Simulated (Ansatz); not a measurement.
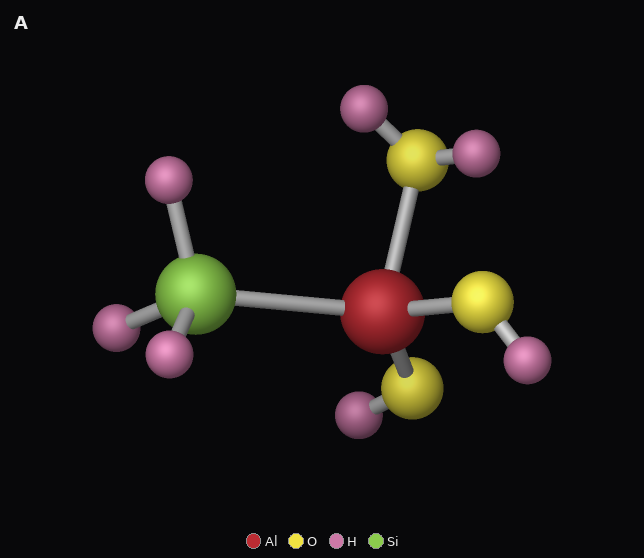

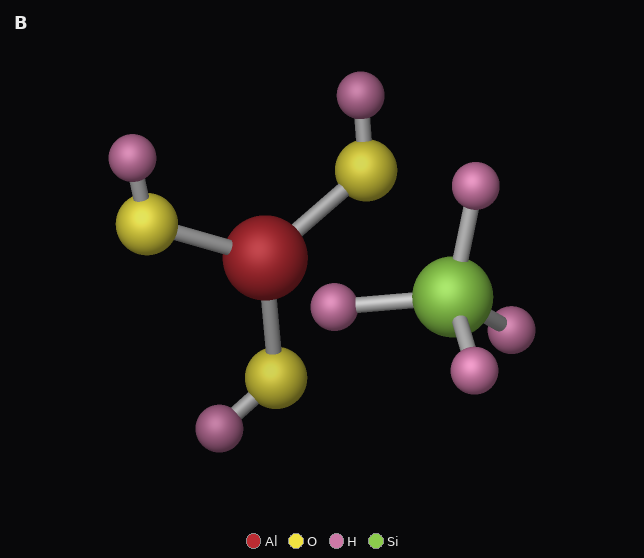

2 stationary structures of one formula. Geometries: PBE0-D4/def2-TZVP. Electronic energies: PBE0-D4/def2-SVP (Ansatz 0.2.0), without zero-point energy. Each is one conformer, not always the lowest.

Which structure is the most stable?

Answer. B is lowest (a minimum); A lies 16.5 kJ/mol above it (a minimum).

Give E(B) − E(A) in kJ/mol at these levels too: BLYP-D4/def2-TZVPP; CAM-B3LYP-D4/def2-TZVPP; ωB97M-V/def2-TZVPP; direct RPA on PBE orbitals (frozen core)/def2-TZVPP; PBE-D4/STO-3G; B97M-V/def2-TZVPP; B3LYP-D4/6-31G; RHF/STO-3G.

```tsv
level	E(B) − E(A) (kJ/mol)
BLYP-D4/def2-TZVPP	−60.1
CAM-B3LYP-D4/def2-TZVPP	−58.3
ωB97M-V/def2-TZVPP	−57.2
direct RPA on PBE orbitals (frozen core)/def2-TZVPP	−55.7
PBE-D4/STO-3G	+42.2
B97M-V/def2-TZVPP	−51.9
B3LYP-D4/6-31G	+14.9
RHF/STO-3G	+28.1
```
